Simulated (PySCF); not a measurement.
# 2-amino-1-fluorobenzene: geometry, NMR shifts, spin-spin couplings and electronic excitations, part 2 of 2

PySCF 2.14.0. Atoms count from 0.

## Step 5: Ultraviolet spectrum: wB97X-D/def2-SVPD

The job: settings as JSON, then the geometry in Å.

```
{"job": {"kind": "uv", "xc": "wB97X-D", "basis": "def2-SVPD", "ip": true}, "charge": 0, "multiplicity": 1}
N     -2.405842    -0.086205     0.094754
C     -1.029633    -0.067102     0.083072
C     -0.237987    -1.142766     0.510867
C      1.152176    -1.088955     0.428913
C      1.792872     0.037559    -0.081858
C      1.024822     1.122871    -0.509812
C     -0.352686     1.054996    -0.422891
F     -1.105101     2.096021    -0.819033
H     -2.857619     0.815924     0.024991
H     -2.844954    -0.722671     0.745265
H     -0.730749    -2.033897     0.908538
H      1.739432    -1.944368     0.770512
H      2.881519     0.079249    -0.146364
H      1.479571     2.030707    -0.911038
```

Level: TDDFT wB97X-D/def2-SVPD, vertical, gas phase, core orbitals frozen in the response.

Log:

```text
coarse grid: 12384 points
cycle   1  E = -386.3416630342  dE =  1.611e+00  |g| = 5.046e-01  |ddm| = 9.565e+00
cycle   2  E = -386.3545727424  dE = -1.291e-02  |g| = 5.028e-01  |ddm| = 2.012e+00
cycle   3  E = -386.3995297798  dE = -4.496e-02  |g| = 5.857e-02  |ddm| = 8.583e-01
cycle   4  E = -386.4002557448  dE = -7.260e-04  |g| = 2.414e-02  |ddm| = 2.469e-01
cycle   5  E = -386.4003972366  dE = -1.415e-04  |g| = 5.997e-03  |ddm| = 1.210e-01
cycle   6  E = -386.4004063186  dE = -9.082e-06  |g| = 1.722e-03  |ddm| = 3.155e-02
final grid: 122080 points
cycle   7  E = -386.4531283760  dE = -9.000e-05  |g| = 8.195e-03  |ddm| = 3.901e-01
cycle   8  E = -386.4531280048  dE =  3.712e-07  |g| = 9.040e-03  |ddm| = 4.679e-02
cycle   9  E = -386.4531416999  dE = -1.370e-05  |g| = 4.084e-04  |ddm| = 1.561e-02
cycle  10  E = -386.4531417777  dE = -7.784e-08  |g| = 3.446e-04  |ddm| = 6.440e-03
cycle  11  E = -386.4531418066  dE = -2.895e-08  |g| = 6.732e-05  |ddm| = 1.325e-03
cycle  12  E = -386.4531418102  dE = -3.577e-09  |g| = 2.650e-05  |ddm| = 6.491e-04
cycle  13  E = -386.4531418110  dE = -8.075e-10  |g| = 1.230e-05  |ddm| = 2.709e-04
converged SCF energy = -386.4531418110

Static polarisability (au): isotropic 78.804, principal 47.993 85.968 102.450

Singlet excitations
state   eV       nm        f      main configurations
  1   4.9668    249.6   0.04582   H->L 0.81, H-1->L+1 0.13
  2   5.7520    215.5   0.13129   H->L+1 0.74, H-1->L 0.19
  3   6.0650    204.4   0.00411   H->L+2 0.92
  4   6.7283    184.3   0.19019   H->L+3 0.42, H-1->L 0.25, H-1->L+1 0.12
  5   6.7570    183.5   0.21228   H->L+3 0.45, H-1->L 0.29, H->L+1 0.09
  6   6.9114    179.4   0.47430   H-1->L+1 0.55, H-1->L 0.21
  7   7.0275    176.4   0.05319   H->L+4 0.66, H->L+5 0.09
  8   7.5413    164.4   0.00098   H-1->L+2 0.66, H-1->L+3 0.09
  9   7.6520    162.0   0.03241   H->L+5 0.33, H-1->L+3 0.27, H->L+7 0.16
 10   7.7469    160.0   0.00062   H-1->L+3 0.54, H->L+7 0.14, H->L+5 0.13

Triplet excitations (Tamm-Dancoff, eV): 3.9427 4.1499 4.6938 5.4880
Vertical ionisation energy (delta-SCF) = 8.0254 eV
```

Run time: 2 min. Hardware: 1 thread, shared host.

Frontier orbitals and where they lie:

```csv
orbital,eV,atoms
HOMO−3,-11.90,"C4 13 %, C2 12 %, C6 11 %"
HOMO−2,-11.19,"N0 30 %, C4 18 %, C5 13 %"
HOMO−1,-9.01,"C2 22 %, C5 21 %, C3 19 %"
HOMO,-7.85,"N0 25 %, C4 17 %, C1 15 %"
LUMO,1.49,"C5 22 %, C2 21 %, C6 12 %"
LUMO+1,1.90,"C4 20 %, C3 19 %, C1 17 %"
LUMO+2,2.47,"H9 18 %, N0 16 %, C1 13 %"
```

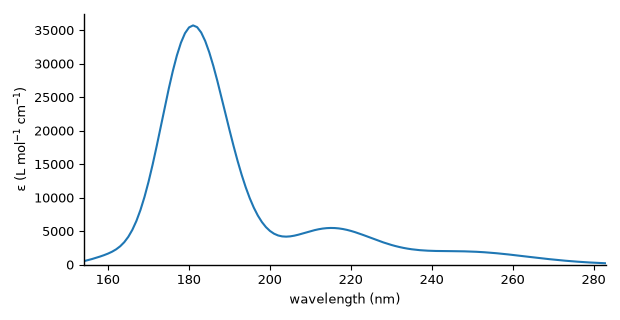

Absorption spectrum: each of the 10 states is a Gaussian band of 0.4 eV half-width at 1/e. Beyond the last state computed it falls off for lack of states.

Further results of this job:

```csv
property,computed
dipole moment (D),1.64
polarisability (Å³),11.68
HOMO–LUMO gap (eV),9.34
−ε(HOMO) (eV),7.85
```

## Step 6: Shielding tensors: WP04/pcSseg-1

The job, as its differences from that of step 5:

```diff
@@ -1,2 +1,2 @@
-{"job": {"kind": "uv", "xc": "wB97X-D", "basis": "def2-SVPD", "ip": true}, "charge": 0, "multiplicity": 1}
+{"job": {"kind": "nmr", "xc": "WP04", "basis": "pcSseg-1", "pop": false}, "charge": 0, "multiplicity": 1}
 N     -2.405842    -0.086205     0.094754
```

Level: GIAO WP04/pcSseg-1 NMR shielding, non-relativistic, gas phase.

Log:

```text
coarse grid: 12384 points
cycle   1  E = -395.1715871661  dE =  1.252e+00  |g| = 8.953e-01  |ddm| = 3.858e+00
cycle   2  E = -395.0393383965  dE =  1.322e-01  |g| = 1.240e+00  |ddm| = 1.707e+00
cycle   3  E = -395.3131631587  dE = -2.738e-01  |g| = 2.036e-01  |ddm| = 1.054e+00
cycle   4  E = -395.3230995647  dE = -9.936e-03  |g| = 5.507e-02  |ddm| = 2.319e-01
cycle   5  E = -395.3237337050  dE = -6.341e-04  |g| = 2.980e-02  |ddm| = 8.030e-02
cycle   6  E = -395.3239654781  dE = -2.318e-04  |g| = 4.011e-03  |ddm| = 3.115e-02
cycle   7  E = -395.3239682434  dE = -2.765e-06  |g| = 1.895e-03  |ddm| = 4.274e-03
final grid: 122080 points
cycle   8  E = -395.3984251950  dE = -5.146e-05  |g| = 8.355e-03  |ddm| = 5.658e-02
cycle   9  E = -395.3984043430  dE =  2.085e-05  |g| = 1.270e-02  |ddm| = 1.864e-02
cycle  10  E = -395.3984411740  dE = -3.683e-05  |g| = 2.273e-03  |ddm| = 1.185e-02
cycle  11  E = -395.3984424372  dE = -1.263e-06  |g| = 4.293e-04  |ddm| = 2.323e-03
cycle  12  E = -395.3984424764  dE = -3.916e-08  |g| = 2.136e-04  |ddm| = 6.053e-04
cycle  13  E = -395.3984424859  dE = -9.477e-09  |g| = 3.024e-05  |ddm| = 1.876e-04
cycle  14  E = -395.3984424860  dE = -7.344e-11  |g| = 2.385e-05  |ddm| = 4.761e-05
converged SCF energy = -395.3984424860

GIAO shielding tensors (ppm)
atom      isotropic    diamagn.    paramagn.     s11        s22        s33       span
  0 N      186.494     315.549    -129.055    155.017    180.463    224.001     68.984
  1 C       31.059     256.280    -225.221    -37.936     -4.464    135.577    173.513
  2 C       53.977     255.267    -201.290    -33.742     46.157    149.515    183.257
  3 C       42.324     254.142    -211.817    -66.842     32.187    161.628    228.471
  4 C       50.671     255.049    -204.378    -48.838     41.398    159.453    208.291
  5 C       51.762     257.479    -205.717    -34.833     36.362    153.757    188.589
  6 C       13.256     252.639    -239.383    -51.239     18.739     72.267    123.506
  7 F      323.274     480.084    -156.811    260.861    312.347    396.613    135.752
  8 H       27.868      31.195      -3.328     19.959     28.733     34.911     14.952
  9 H       28.579      30.230      -1.651     21.723     27.296     36.719     14.995
 10 H       25.230      31.941      -6.711     21.516     25.169     29.004      7.487
 11 H       24.843      30.401      -5.558     21.740     25.450     27.339      5.599
 12 H       25.154      30.360      -5.207     21.935     26.283     27.243      5.307
 13 H       24.798      30.126      -5.327     21.574     24.955     27.865      6.291
```

It took 16 s on 1 thread, shared host.

This run: δ C6 159.2, C1 141.4, C3 130.1, C4 121.8, H13 6.77, H11 6.72 ppm.

## Step 7: Run by run: NMR shifts

Shifts (ppm) of some atoms, chosen among heavy atoms and hydrogens apart, with basis size and wall time (the measured row can stand on another reference than the computed rows):

```csv
run,C6,C1,C4,H11,H10,N0,F7,functions,time
PBE0/pcSseg-1,156.9,140.0,121.2,7.02,6.67,64.0,-147.4,166,22 s
WP04/pcSseg-1,159.2,141.4,121.8,6.72,6.33,60.4,-146.3,166,16 s
measured,151.9,–,–,–,–,–,-135.9,–,–
```

Measured: solution, CDCl3; Viesser, Ducati, Tormena, Autschbach, PCCP 2018 (ESI); G. Saielli, R. Bini, A. Bagno, Computational 19F NMR. 2. Organic compounds, RSC Adv. 2014, ESI (exp. from Berger-Braun-Kalinowski 1994 and Everett 1995).

## Step 8: What came out

The summary covers parts 1 to 2.

| quantity | value |
| --- | --- |
| point group | C1 |
| rotational constants (main isotopes) | 3.33, 2.22, 1.33 GHz |
| 13C shifts against TMS (PBE0/pcSseg-1) | 156.9, 140.0, 129.7, 121.2, 120.2, 118.0 ppm |
| 1H shifts against TMS (PBE0/pcSseg-1, means over atoms taken as alike) | 7.05, 7.02, 6.67, 6.67, 3.20 ppm |
| 15N shifts against NH3 (PBE0/pcSseg-1) | 64.0 ppm |
| 19F shifts against CFCl3 (PBE0/pcSseg-1) | -147.4 ppm |
| measured, and computed on the same scale | C6 δ 151.9, 156.9; F7 δ -135.9, -147.4 ppm |
| largest coupling of the table (B3LYP/pcJ-1) | 1J(C,F) C6–F7, -299.2 Hz |
| lowest singlet (wB97X-D/def2-SVPD) | 4.97 eV (250 nm), f = 0.046 |
| brightest single state of those computed | state 6, 6.91 eV, f = 0.474 |
| lowest triplet | 3.94 eV |
| vertical ionisation energy (ΔSCF) | 8.03 eV |
| range of the shift of N0 | 60.4 to 64.0 ppm |

In words: Relaxing lowered the energy by 0.038 eV in 4 steps; the close pair that moved most is C6–F7, from 1.362 to 1.344 Å. No frequency check was run at this level, so the end point may be a saddle. At PBE0/pcSseg-1: The largest span, 228 ppm, is at C3, where the paramagnetic term is -198 ppm. The one measured 13C shift is missed by +4.9 ppm (computed less measured, unscaled). The one measured 19F shift is missed by -11.5 ppm (computed less measured, unscaled). Vibration, temperature and solvent are missing from the calculation, and it holds one conformer, so part of the miss against the measured shifts is not the functional's. In the run at B3LYP/pcJ-1, the largest coupling of the table is C6–F7, -299.2 Hz, of which the Fermi-contact term gives -306.7 Hz. The 4 measured couplings differ from the computed sizes by 17.4 Hz on average; vibrational averaging and surroundings are not included. The lowest singlet, at 4.97 eV, is HOMO→LUMO 0.81, HOMO−1→LUMO+1 0.13 and is weak; of the 10 states computed, the strongest absorption comes from state 6 at 6.91 eV. The lowest triplet lies 1.02 eV below the lowest singlet (triplets in Tamm-Dancoff, singlets in full TDDFT). At wB97X-D/def2-SVPD, the highest states lie near or above the ionisation energy, where they hang on the basis. ΔSCF puts the ionisation energy at 8.03 eV, 0.18 eV above −ε(HOMO). Across the 2 runs the shift of N0 moves most, between 60.4 (WP04/pcSseg-1) and 64.0 ppm (PBE0/pcSseg-1).
